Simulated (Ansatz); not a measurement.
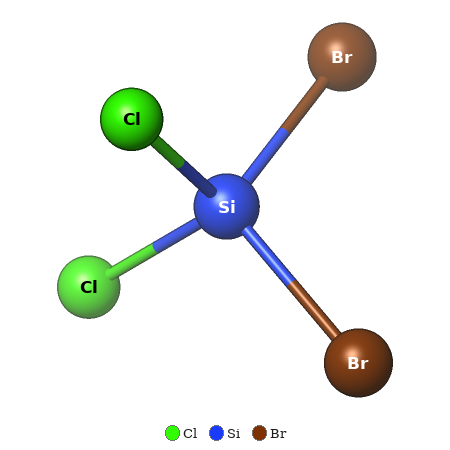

Orthographic view. Depth is shown by fading: the farther an atom, the more it takes the colour of the background. The geometry was computed by an optimisation with PBE-D4/def2-SVP. No frequency run is at hand to confirm it as a minimum.

Write the InChI string.

Answer. InChI=1S/Br2Cl2Si/c1-5(2,3)4
